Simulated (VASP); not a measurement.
Band structure of HfO$_{2}$ (fluorite). These are optB88-vdW, VASP's PBE PAW potentials (set 64) (plane waves; VASP) values and carry that method's errors.

Unless said otherwise, spin-orbit coupling is left out, though it shifts the bands of the heavy elements here.

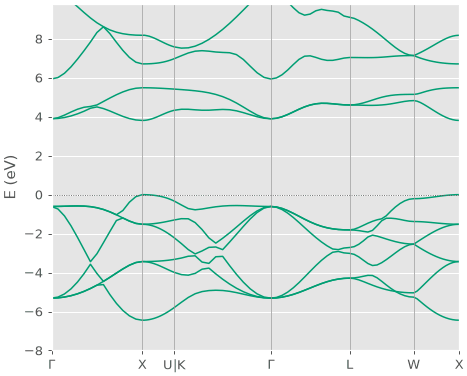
Fig. 1. Bands along high-symmetry lines, zero at the valence-band maximum or, without a gap, the Fermi level

Problem. Read the plot: is there a gap, and where are the band edges?

Solution. The gap is direct, 3.81 eV, from the valence maximum at X to the conduction minimum at X. (Edges off the drawn lines would not show.)

The compound is HfO2 in the fluorite structure, the high-temperature cubic form, which is unstable at 0 K; the monoclinic form is the stable one. It was relaxed first.
